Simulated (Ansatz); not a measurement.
**Fields on a plane of AlAs (zinc blende)**

```
CELL_PARAMETERS angstrom
      0.00000     2.86406     2.86406
      2.86406     0.00000     2.86406
      2.86406     2.86406     0.00000
ATOMIC_POSITIONS crystal
  As 0.75000 0.75000 0.75000
  Al 0.00000 0.00000 0.00000
```

The slice is a {100} plane (indices of the conventional cell) through the point (0.750, 0.750, 0.750) (fractional), spanned by u = [100] and v = [0 1 -1] in vectors of this cell: u (4.05 Å) and v (4.05 Å, at 90° to u). It covers one period; positions are fractions (u, v).

Atoms on it: As at (0.00, 0.00).

Level of theory: PBE (plane waves to 420 eV, PAW, scalar-relativistic; Ansatz, a program for electronic structure). k mesh 10×10×10. Near the nuclei the fields are pseudised (PAW); where an atom keeps semicore shells as valence, they peak there. AlAs was relaxed with its symmetry unable to fall. The PAW data are Ansatz's earlier set.

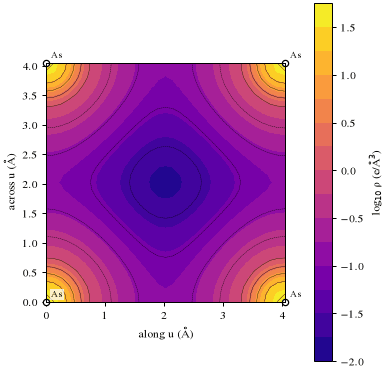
Figure: Log₁₀ of the valence density in e/Å³, one period of the plane, atoms marked. The scale is logarithmic, as a density can span decades between atoms and voids.

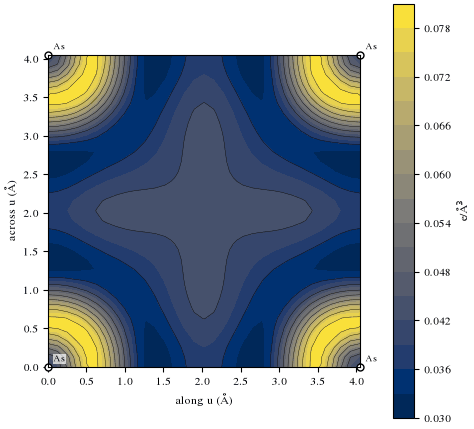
Figure. Density of the lowest conduction band (whole band as if filled, smooth part) in e/Å³, one period of the plane, atoms marked.
